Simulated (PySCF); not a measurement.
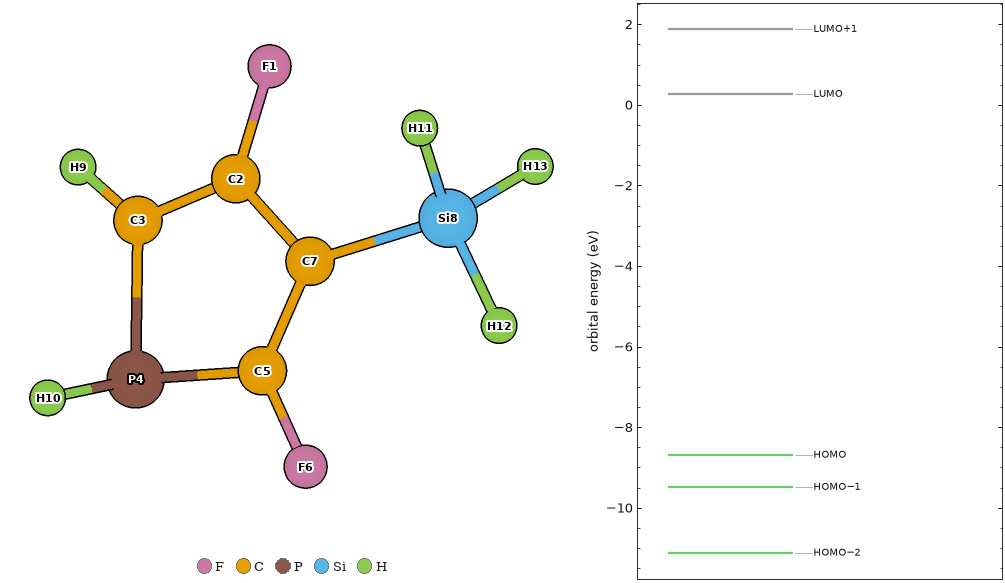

C₄H₅F₂PSi, SMILES Fc1c[pH]c(F)c1[SiH3]. Kohn-Sham orbital energies near the frontier, ωB97X-D/def2-SVPD (IEF-PCM chloroform), PySCF, at a PBE0-D3(BJ)/def2-SVP geometry (no frequency check); empty levels in grey, levels within 0.03 eV side by side.

Where do the frontier orbitals lie?

HOMO at −8.69 eV, LUMO at 0.26 eV, 8.95 eV apart.

How far below the HOMO does the next level lie?

0.80 eV.

Caveats: empty levels above zero depend strongly on the basis.
